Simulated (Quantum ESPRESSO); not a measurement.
# In2Se2, 1 layer, stepped through biaxial strain, part 3 of 7

Aim: how the results for In2Se2, 1 layer change with biaxial strain.

Quantum ESPRESSO 7.5; plane-wave DFT, PBE, GBRV ultrasoft pseudopotentials.

So far. Step 2 (Variable-cell relaxation of the reference):  The last row is no step: it is a fresh SCF in the final cell with a new plane-wave basis, +1 meV from the row before. Step 3 (Relaxation with pw.x, -4 %): The relaxation lowers the energy by 14 meV an atom.

## (4) SCF with pw.x, -4 %

The self-consistent run of this member.

The input, m0.scf.in:

```
&control
  prefix = 'm0.scf'
  outdir = './out'
  pseudo_dir = './pseudo'
  calculation = 'scf'
  tprnfor = .true.
/
&system
  ibrav = 0
  nat = 4
  ntyp = 2
  ecutwfc = 40
  ecutrho = 200
  occupations = 'smearing'
  smearing = 'fd'
  degauss = 0.002
  nbnd = 23
/
&electrons
  conv_thr = 1e-09
  mixing_beta = 0.4
  electron_maxstep = 120
  mixing_mode = 'plain'
/
ATOMIC_SPECIES
  Se  78.9710  se_pbe_v1.uspp.F.UPF
  In  114.8180  in_pbe_v1.4.uspp.F.UPF
CELL_PARAMETERS angstrom
  3.91742134560000 0.00000000000000 0.00000000000000
  -1.95871067328000 3.39258640224000 0.00000000000000
  0.00000000000000 0.00000000000000 20.14290946400000
ATOMIC_POSITIONS crystal
  Se  0.333333333300 0.666666666700 0.362412079200
  In  0.000000000000 0.000000000000 0.430207639600
  In  0.000000000000 0.000000000000 0.569792360400
  Se  0.333333333300 0.666666666700 0.637587920800
K_POINTS automatic
  12 12 1 0 0 0
```

Command:

```bash
> OMP_NUM_THREADS=1 mpirun -n 4 pw.x -nk 4 -in m0.scf.in > m0.scf.out
```

The program printed:

```text
[banner, memory and clock lines left out]
Program PWSCF v.7.5 starts
[citation notice left out]

[...]
Message from routine setup:
[...]
bravais-lattice index     =            0
     lattice parameter (alat)  =       7.4029  a.u.
     unit-cell volume          =    1806.5501 (a.u.)^3
     number of atoms/cell      =            4
     number of atomic types    =            2
     number of electrons       =        38.00
     number of Kohn-Sham states=           23
     kinetic-energy cutoff     =      40.0000  Ry
     charge density cutoff     =     200.0000  Ry
     scf convergence threshold =      1.0E-09
     mixing beta               =       0.4000
     number of iterations used =            8  plain     mixing
     Exchange-correlation=  SLA  PW   PBX  PBC
                           (   1   4   3   4   0   0   0)

[...]
PseudoPot. # 1 for Se read from file:
     ./pseudo/se_pbe_v1.uspp.F.UPF
     Pseudo is Ultrasoft + core correction, Zval =  6.0
     Generated by new atomic code, or converted to UPF format
     Using radial grid of  877 points,  6 beta functions with:
                l(1) =   0
                l(2) =   0
                l(3) =   1
                l(4) =   1
                l(5) =   2
                l(6) =   2
     Q(r) pseudized with  8 coefficients,  rinner =    1.300   1.300   1.300
                                                       1.300   1.300

     PseudoPot. # 2 for In read from file:
     ./pseudo/in_pbe_v1.4.uspp.F.UPF
     Pseudo is Ultrasoft + core correction, Zval = 13.0
     Generated by new atomic code, or converted to UPF format
     Using radial grid of  889 points,  6 beta functions with:
                l(1) =   0
                l(2) =   0
                l(3) =   1
                l(4) =   1
                l(5) =   2
                l(6) =   2
     Q(r) pseudized with  6 coefficients,  rinner =    1.400   1.400   1.400
                                                       1.400   1.400

     atomic species   valence    mass     pseudopotential
     Se                6.00    78.97100     Se( 1.00)
     In               13.00   114.81800     In( 1.00)

     12 Sym. Ops. (no inversion) found

[...]
number of k points=    19  Fermi-Dirac smearing, width (Ry)=  0.0020
[...]
Dense  grid:    86319 G-vectors     FFT dimensions: (  36,  36, 180)

     Smooth grid:    61719 G-vectors     FFT dimensions: (  30,  30, 160)

     Initial potential from superposition of free atoms

     starting charge      34.9999, renormalised to      38.0000

     negative rho (up, down):  2.817E-04 0.000E+00
     Starting wfcs are   26 randomized atomic wfcs

     per-process dynamical memory:    74.4 Mb

     Self-consistent Calculation

     iteration #  1     ecut=    40.00 Ry     beta= 0.40
     Davidson diagonalization with overlap
     ethr =  1.00E-02,  avg # of iterations =  2.8

     negative rho (up, down):  2.119E-04 0.000E+00

     total energy              =    -353.41648577 Ry
     estimated scf accuracy    <       4.16533236 Ry

     iteration #  2     ecut=    40.00 Ry     beta= 0.40
[...]
negative rho (up, down):  2.221E-04 0.000E+00

[...]
total energy              =    -354.22563737 Ry
     estimated scf accuracy    <       0.24549726 Ry

     iteration #  3     ecut=    40.00 Ry     beta= 0.40
[...]
negative rho (up, down):  2.559E-04 0.000E+00

[...]
total energy              =    -354.27875307 Ry
     estimated scf accuracy    <       0.17589678 Ry

     iteration #  4     ecut=    40.00 Ry     beta= 0.40
[...]
negative rho (up, down):  3.067E-04 0.000E+00

[...]
total energy              =    -354.30179209 Ry
     estimated scf accuracy    <       0.00834364 Ry

     iteration #  5     ecut=    40.00 Ry     beta= 0.40
[...]
negative rho (up, down):  2.932E-04 0.000E+00

[...]
total energy              =    -354.30253396 Ry
     estimated scf accuracy    <       0.00058239 Ry

     iteration #  6     ecut=    40.00 Ry     beta= 0.40
[...]
negative rho (up, down):  2.920E-04 0.000E+00

[...]
total energy              =    -354.30266363 Ry
     estimated scf accuracy    <       0.00003800 Ry

[...]
iteration #  9     ecut=    40.00 Ry     beta= 0.40
[...]
negative rho (up, down):  2.900E-04 0.000E+00

[...]
total energy              =    -354.30268269 Ry
     estimated scf accuracy    <       0.00000003 Ry

     iteration # 10     ecut=    40.00 Ry     beta= 0.40
[...]
negative rho (up, down):  2.904E-04 0.000E+00

[...]
total energy              =    -354.30268273 Ry
     estimated scf accuracy    <          8.0E-09 Ry

     iteration # 11     ecut=    40.00 Ry     beta= 0.40
[...]
negative rho (up, down):  2.908E-04 0.000E+00

[...]
total energy              =    -354.30268274 Ry
     estimated scf accuracy    <          1.3E-09 Ry

     iteration # 12     ecut=    40.00 Ry     beta= 0.40
[...]
negative rho (up, down):  2.914E-04 0.000E+00

[...]
End of self-consistent calculation

          k = 0.0000 0.0000 0.0000 (  7715 PWs)   bands (ev):

   -14.9501 -14.7816 -14.7816 -14.7089 -14.7089 -14.6927 -14.6927 -14.5189
   -14.5189 -14.4888 -13.5961 -13.4768  -6.5330  -4.2860  -1.2701  -1.1683
    -1.1683  -1.1043  -1.1043   0.8996   2.2413   4.4918   4.4918

          k = 0.0000 0.0962 0.0000 (  7743 PWs)   bands (ev):

   -14.9496 -14.8111 -14.7797 -14.7381 -14.7030 -14.6949 -14.6892 -14.5440
   -14.5197 -14.4608 -13.5145 -13.3978  -6.4836  -4.2836  -1.6226  -1.5470
    -1.2608  -1.2187  -1.1871   1.2488   2.6569   4.0038   4.5448

[...]
the Fermi energy is    -0.1714 ev

!    total energy              =    -354.30268274 Ry
     estimated scf accuracy    <          2.2E-11 Ry
     smearing contrib. (-TS)   =      -0.00000000 Ry
     internal energy E=F+TS    =    -354.30268274 Ry

     The total energy is F=E-TS. E is the sum of the following terms:
     one-electron contribution =   -1144.65434421 Ry
     hartree contribution      =     587.92327968 Ry
     xc contribution           =    -135.01371859 Ry
     ewald contribution        =     337.44210038 Ry

     convergence has been achieved in  12 iterations

     negative rho (up, down):  2.914E-04 0.000E+00

     Forces acting on atoms (cartesian axes, Ry/au):

     atom    1 type  1   force =     0.00000000    0.00000000    0.00018048
     atom    2 type  2   force =     0.00000000    0.00000000   -0.00022189
     atom    3 type  2   force =     0.00000000    0.00000000    0.00022189
     atom    4 type  1   force =     0.00000000   -0.00000000   -0.00018048

     Total force =     0.000404     Total SCF correction =     0.000016

[...]
```

The job ended after 29 s (4 MPI ranks of Arm Neoverse V1, shared host; peak memory 0.53 GiB; 1.9 min of CPU time).

Read from the output:

| Item | Value |
| --- | --- |
| free energy | -4820.5336 eV |
| Fermi energy | -0.1714 eV |
| valence top, on the run's zero | -1.104 eV |
| conduction bottom, on the run's zero | 0.8996 eV |
| gap by band count | 2.004 eV |

## (5) Potential by pp.x, -4 %

plot_num = 11 writes the bare and Hartree potential, from which vacuum levels or, in a crystal, the mean potential are read.

The input, m0.pot.in:

```
&inputpp
  prefix = 'm0.scf'
  outdir = './out'
  filplot = 'm0.pot.dat'
  plot_num = 11
/
```

Command:

```bash
> OMP_NUM_THREADS=1 mpirun -n 4 pp.x -in m0.pot.in > m0.pot.out
```

The program printed:

```text
[banner, memory and clock lines left out]
Program POST-PROC v.7.5 starts

          URL

     ./out/m0.scf.save/

     IMPORTANT: XC functional enforced from input :
     Exchange-correlation= PBE
                           (   1   4   3   4   0   0   0)
     Any further DFT definition will be discarded
     Please, verify this is what you really want

     negative rho (up, down):  2.914E-04 0.000E+00

     Calling punch_plot, plot_num =  11
     Writing data to file  m0.pot.dat
     Message from routine chdens:
     namelist plot not found or invalid, exiting
```

It took 1.1 s on 4 MPI ranks; peak memory 0.1 GiB; 4 s of CPU time.

This step gave:

| Item | Value |
| --- | --- |
| slope of the potential above | 7.92e-5 eV/Å |
| upper vacuum line continued to the top atoms, over the valence top | 6.103 eV |
| slope of the potential below | -5.99e-5 eV/Å |
| lower vacuum line continued to the bottom atoms, over the valence top | 6.103 eV |
| vacuum level at the upper face over the valence top of the mesh | 6.104 eV |
| vacuum level at the lower face over the valence top of the mesh | 6.104 eV |

The potential energy, planar mean oscillates, so the rows of the table below give means over windows of 1 Å about each position, cut where the curve ends. Its maxima inside the range that stand out by 2 % of the span (Å: eV): 7.9: -6.30, 10.1: 3.12, 12.2: -6.30. Its minima: 7.4: -10.1, 8.6: -9.66, 11.5: -9.66, 12.8: -10.1.

Electrostatic potential energy of an electron; zero at the highest filled level of the SCF mesh. Table of potential energy, planar mean by z; means over each step:

```tsv
z (Å)	potential energy, planar mean (eV)
0	6.10
1	6.10
2	6.10
3	6.10
4	6.10
5	6.04
6	4.92
7	-5.41
8	-7.64
9	-6.46
10	2.28
11	-5.01
12	-7.74
13	-6.86
14	4.28
15	6.01
16	6.10
17	6.10
18	6.10
19	6.10
20	6.10
```

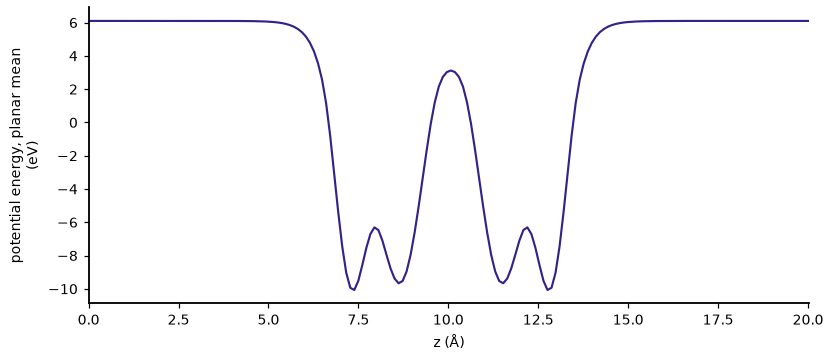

Potential energy, planar mean, plotted against z.

[end of part 3 of 7]

[Logs are printed without paths, hosts, clocks, repeated set-up lines and the standing remarks that a program may print on its own settings, such as how far it seeks lower states.]

[Hosts, paths, dates, database ids (printed as entryN), source tags and the programs' standing remarks are cut or masked in the printed files.]

[Maps of the electrostatic potential energy from Ansatz leave out the sawtooth potential of an applied field or a dipole correction, so their vacuum need not be flat; planar profiles and work functions include it.]
